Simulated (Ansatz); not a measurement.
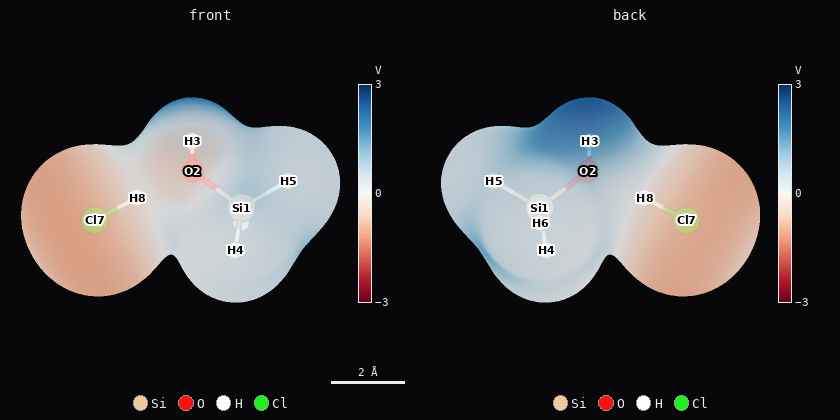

*H₄OSi···HCl. The molecular electrostatic potential painted on the density surface at 0.001 e/bohr³, seen from the front and from behind; red is negative and blue positive.*

Theory: RKS PBE-D4/cc-pVDZ (Ansatz).

Input file:

```
crystal:
  periodic: [false, false, false]
  atoms:
    - { symbol: Si, position_ang: [-0.152036, 0.154197, 0.044981] }
    - { symbol: O, position_ang: [-0.152639, 0.190216, 1.744919] }
    - { symbol: H, position_ang: [-1.013536, -0.052931, 2.134393] }
    - { symbol: H, position_ang: [1.291089, 0.239933, -0.357526] }
    - { symbol: H, position_ang: [-0.889994, 1.362496, -0.497331] }
    - { symbol: H, position_ang: [-0.814272, -1.087725, -0.494388] }
    - { symbol: Cl, position_ang: [1.499501, -2.548731, 1.104288] }
    - { symbol: H, position_ang: [1.265986, -1.488054, 1.895466] }
basis:
  gaussian: { orbitals: cc-pVDZ }
hamiltonian:
  xc: pbe
  dispersion: d4
relax:
  f_tol: 0.03
  max_steps: 50
output:
  orbitals: {}
```

Run with:

```sh
ansatz run input.yaml --threads 1 --pin off --max-ram 2048MiB --backend cpu --events-out ev --progress --plain --runs-dir out
```

The fields are those of the run's last geometry, not of the input's.

**Which sites attract a positive test charge, and which a negative one?**

A positive charge is drawn to the negative regions and a negative charge to the positive ones. The most negative region (about −1.0 V) lies over Cl7, the most positive (about +2.5 V) over H3.
